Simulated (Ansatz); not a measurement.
# PH3S (SMILES [PH3]=S) at 6 levels

We compute a comparison of 6 runs (B2PLYP/STO-3G, CAM-B3LYP/STO-3G, PBE0/STO-3G, wB97M-V/STO-3G, MP2/STO-3G, CCSDT(Q)/STO-3G) of PH3S. 

The calculation is run with Ansatz 0.2.0.

47 further runs of the same task are left out: 47 set aside as unsound or not needed.

**1. The system as given**

The species is PH3S (5 atoms), meant as a singlet with charge 0. SMILES: `[PH3]=S`. The H3–P1 distance was set to 3.486 Å, away from the relaxed value. At this shape a bond of the SMILES string is far longer than usual.

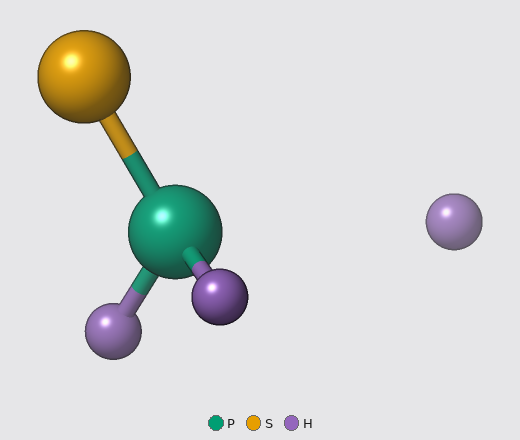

Viewed from a chosen angle; phosphorus teal, sulfur amber, hydrogen purple.

**2. The energy at B2PLYP/STO-3G (run 1)**

molecule.yaml reads:

```yaml
crystal:
  periodic: [false, false, false]
  atoms:
    - symbol: P
      position_ang: [1.770065, -0.709397, -0.872663]
    - symbol: S
      position_ang: [3.023835, -1.643937, 0.230937]
    - symbol: H
      position_ang: [-1.166840, 0.461930, 0.594540]
    - symbol: H
      position_ang: [1.229675, -1.379377, -1.969513]
    - symbol: H
      position_ang: [2.191855, 0.459583, -1.504593]
basis:
  gaussian:
    orbitals: STO-3G
total_charge: 0
hamiltonian:
  xc: {name: B2PLYP}
correlation:
  frozen_orbitals: {H: 0, P: 5, S: 5}
accuracy: high
```

On the command line:

```
ansatz run molecule.yaml --threads 1 --pin off --max-ram 2610MiB --events-out events.jsonl --progress --plain --runs-dir runs
```

What it wrote:

```text
Warning: RAYON_NUM_THREADS=1 ignored (pool sized by the plan → 1); use --threads N
Functional definition: B2PLYP
  name "B2PLYP"
  parameter a = 0.53
  parameter c = 0.27
  exchange = (1 - a)*b88_x + a*exact_x
  correlation = (1 - c)*lyp_c + c*(mp2_os + mp2_ss)
360 factors; integrals over basis functions are off by at most 2.7e-8 eV
mean field evaluation 1: about -19920.6462 eV, gradient 2.7e1 eV
mean field evaluation 2: about -19920.6356 eV, gradient 2.7e1 eV
mean field evaluation 4: about -19921.3115 eV, gradient 2.2e1 eV
mean field evaluation 8: about -19928.1032 eV, gradient 1.2e1 eV
mean field evaluation 16: about -19929.3865 eV, gradient 8.2e-6 eV
mean field -19929.38650637 eV, -732.3914454857 hartree, gradient 2.2e-8 eV, S^2 0.000000; 0 other end points of the search recorded, 0 dependent functions left out; unrestricted orbitals would lower it
10 core orbitals not correlated: weight in the atoms' cores, before any rotation towards them, 1.000 or more for the frozen orbitals, at most 0.000 for the correlated occupied ones
reference -19929.38652565 eV, -732.3914461943 hartree; 7, 7 occupied and 4, 4 virtual orbitals, 360 factors
second order -10.65989641 eV of doubles, -0.00000000 eV of singles
Total energy: -19932.26469768 eV, -732.4972170655 hartree
```

Run time: 0.72 s. Hardware: 1 thread of Intel Xeon 6975P-C (Granite Rapids), shared host; peak memory 0.12 GiB.

**3. A single-point energy at CAM-B3LYP/STO-3G (run 2)**

input.yaml reads:

```yaml
crystal:
  periodic: [false, false, false]
  atoms:
    - {symbol: P, position_ang: [1.770065, -0.709397, -0.872663]}
    - {symbol: S, position_ang: [3.023835, -1.643937, 0.230937]}
    - {symbol: H, position_ang: [-1.166840, 0.461930, 0.594540]}
    - {symbol: H, position_ang: [1.229675, -1.379377, -1.969513]}
    - {symbol: H, position_ang: [2.191855, 0.459583, -1.504593]}
basis:
  gaussian:
    orbitals: STO-3G
hamiltonian:
  xc: {name: CAM-B3LYP}
accuracy: high
```

On the command line:

```
ansatz run input.yaml --threads 1 --pin off --max-ram 2610MiB --events-out events.jsonl --progress --plain --runs-dir runs
```

What it wrote:

```text
Warning: RAYON_NUM_THREADS=1 ignored (pool sized by the plan → 1); use --threads N
Functional definition: CAM-B3LYP
  name "CAM-B3LYP"
  parameter alpha = 0.19
  parameter beta = 0.46
  parameter omega = 0.33/bohr
  parameter ac = 0.81
  exchange = (1 - alpha - beta)*b88_x + beta*b88_x_sr(omega) + alpha*exact_x + beta*exact_x_lr(omega)
  correlation = (1 - ac)*vwn5_c + ac*lyp_c
360 factors; integrals over basis functions are off by at most 2.7e-8 eV
153 factors; integrals over basis functions are off by at most 9.6e-10 eV
mean field evaluation 1: about -19928.8422 eV, gradient 2.8e1 eV
mean field evaluation 2: about -19925.9318 eV, gradient 2.4e1 eV
mean field evaluation 4: about -19928.3390 eV, gradient 1.3e1 eV
mean field evaluation 8: about -19937.5037 eV, gradient 9.8e0 eV
mean field evaluation 16: about -19938.1903 eV, gradient 6.8e-9 eV
mean field -19938.19030677 eV, -732.7149791832 hartree, gradient 1.1e-8 eV, S^2 0.000000; 0 other end points of the search recorded, 0 dependent functions left out
reference -19938.19032135 eV, -732.7149797188 hartree; 17, 17 occupied and 4, 4 virtual orbitals, 360 factors
Total energy: -19938.19032135 eV, -732.7149797188 hartree
```

Run time: 0.72 s. Hardware: 1 thread of Intel Xeon 6975P-C (Granite Rapids), shared host.

Run 3 isn't shown in full; the table further down has it.

**4. A single-point energy at wB97M-V/STO-3G (run 4)**

Edit input.yaml of step 3 so:

```diff
@@ -11,4 +11,5 @@
     orbitals: STO-3G
+total_charge: 0
+accuracy: high
 hamiltonian:
-  xc: {name: CAM-B3LYP}
-accuracy: high
+  xc: {name: wB97M-V}
```

On the command line:

```
ansatz run input.yaml --threads 1 --pin off --max-ram 2610MiB --events-out events.jsonl --progress --plain --runs-dir runs
```

What it wrote, cut to the lines that bear on the results:

```text
Warning: RAYON_NUM_THREADS=1 ignored (pool sized by the plan → 1); use --threads N
Functional definition: wB97M-V
  name "wB97M-V"
[...]
  gx(w, u) = 1 - cx + cx01*u + cx10*w
  gss(w, u) = css00 + css04*u^4 + css10*w + css20*w^2 + css43*w^4*u^3
  gos(w, u) = cos00 + cos10*w + (cos20 + cos21*u)*w^2 + (cos60 + cos61*u)*w^6
[...]
      + integral(e_c_pw_mod_opposite_spin*gos(b97_w_opposite, b97_u_opposite)) + vv10(b, c)
360 factors; integrals over basis functions are off by at most 2.7e-8 eV
144 factors; integrals over basis functions are off by at most 1.2e-9 eV
[...]
mean field -19940.56599800 eV, -732.8022842255 hartree, gradient 2.5e-8 eV, S^2 0.000000; 0 other end points of the search recorded, 0 dependent functions left out
reference -19940.56600073 eV, -732.8022843257 hartree; 17, 17 occupied and 4, 4 virtual orbitals, 360 factors
Total energy: -19940.56600073 eV, -732.8022843257 hartree
```

It took 6.6 s on 1 thread of Intel Xeon 6975P-C (Granite Rapids), shared host; peak memory 0.29 GiB.

Run 5 isn't shown in full; the table further down has it.

**5. The energy at CCSDT(Q)/STO-3G (run 6)**

run.yaml reads:

```yaml
crystal:
  periodic: [false, false, false]
  atoms:
    - {symbol: P, position_ang: [1.770065, -0.709397, -0.872663]}
    - {symbol: S, position_ang: [3.023835, -1.643937, 0.230937]}
    - {symbol: H, position_ang: [-1.166840, 0.461930, 0.594540]}
    - {symbol: H, position_ang: [1.229675, -1.379377, -1.969513]}
    - {symbol: H, position_ang: [2.191855, 0.459583, -1.504593]}
basis:
  gaussian: {orbitals: STO-3G}
total_charge: 0
correlation: {method: ccsdt_q, frozen_orbitals: {H: 0, P: 5, S: 5}}
accuracy: high
scf: {omitted_lower_state_checks: [cluster_reference, increment]}
```

On the command line:

```
ansatz run run.yaml --threads 1 --pin off --max-ram 2610MiB --events-out events.jsonl --progress --plain --runs-dir runs
```

What it wrote:

```text
Warning: RAYON_NUM_THREADS=1 ignored (pool sized by the plan → 1); use --threads N
[... 12 lines left out ...]
10 core orbitals not correlated: weight in the atoms' cores, before any rotation towards them, 1.000 or more for the frozen orbitals, at most 0.000 for the correlated occupied ones
[... 42 lines left out ...]
WARN: these amplitudes may be one of several solutions (largest doubles amplitude 0.96, level shift 14.03 eV)
Total energy: -19911.30126111 eV, -731.7268249811 hartree
Checks for a lower state left out: cluster_reference, increment
```

It took 0.22 s on 1 thread of Intel Xeon 6975P-C (Granite Rapids), shared host.

**6. Overview of the runs**

| run | level | frozen core orbitals | energy (Eh) | wall time |
| --- | --- | --- | --- | --- |
| 1 | B2PLYP/STO-3G | 10 | -732.497217 | 0.72 s |
| 2 | CAM-B3LYP/STO-3G | – | -732.714980 | 0.72 s |
| 3 | PBE0/STO-3G | – | -732.523065 | 0.58 s |
| 4 | wB97M-V/STO-3G | – | -732.802284 | 6.6 s |
| 5 | MP2/STO-3G | 10 | -731.677536 | 0.16 s |
| 6 | CCSDT(Q)/STO-3G | 10 | -731.726825 | 0.22 s |

**7. What came out**

```
                                           quantity          value
                                run 6: total energy  -731.72682 Eh
run 6: correlation energy (10 core orbitals frozen)     -287.2 mEh
                               run 6: T1 diagnostic          0.047
```

What this shows: Totals of different functionals can't be ranked against each other. In runs 1, 5, 6 the log says that unrestricted orbitals would lower the reference, so the values rest on an unstable closed-shell determinant (other closed-shell runs at this shape may share the fault). In runs 1, 2, 3, 4, 5, 6 the basis is minimal, so the values are rough. In runs 1, 2, 3, 4, 5 a closed-shell determinant meets a far-stretched bond, which it describes badly. All runs together took 9 s, the longest 6.6 s.
